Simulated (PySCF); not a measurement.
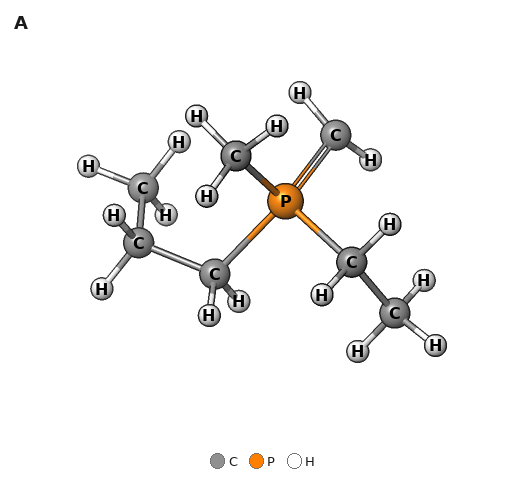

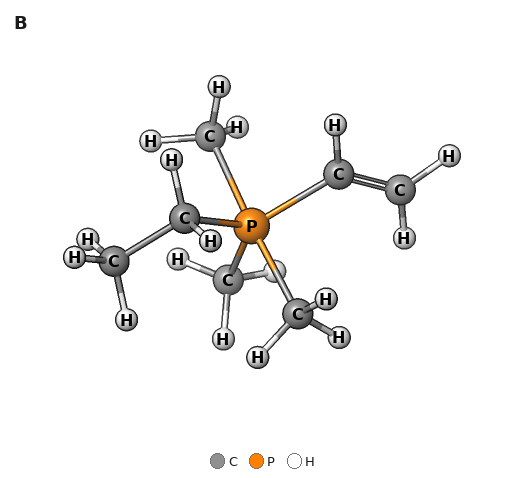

2 stationary structures of one formula. Geometries: GFN2-xTB. Electronic energies: PBE0/pcSseg-1 (PySCF 2.14.0), without zero-point energy. No frequency run is at hand to confirm each as a minimum. Each is one conformer, not always the lowest.

### Are they conformers, stereoisomers or constitutional isomers?

They are constitutional isomers of C7H17P: A `C=[P@](C)(CC)CCC`, B `C=CP(C)(C)(C)CC`.

### Rank them by energy, lowest first.

A is lowest; B lies 29.2 kcal/mol above it.

The geometry is semi-empirical. Around P such bond lengths and angles can be off by a tenth of an ångström or more and by several degrees, and values that hang on the shape move with them.
